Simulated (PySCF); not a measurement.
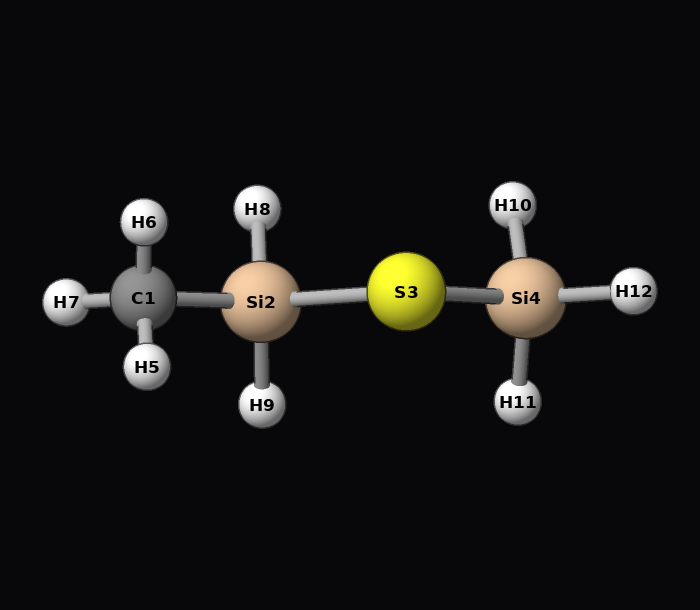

Computed geometry: PBE0-D3(BJ)/def2-SVP optimisation. No frequency run is at hand to confirm it as a minimum. Method: GIAO WP04/pcSseg-2 NMR shielding, non-relativistic, gas phase (PySCF 2.14.0). Principal shieldings σ11 ≤ σ22 ≤ σ33, span Ω = σ33 − σ11, skew κ = 3(σiso − σ22)/Ω.

Give the shielding tensors of the Si atoms.

| atom | σ11 | σ22 | σ33 | σiso | Ω | κ |
| --- | --- | --- | --- | --- | --- | --- |
| Si2 | 308.8 | 334.2 | 395.5 | 346.1 | 86.7 | 0.41 |
| Si4 | 335.4 | 361.1 | 430.5 | 375.7 | 95.1 | 0.46 |

Shieldings and span in ppm.
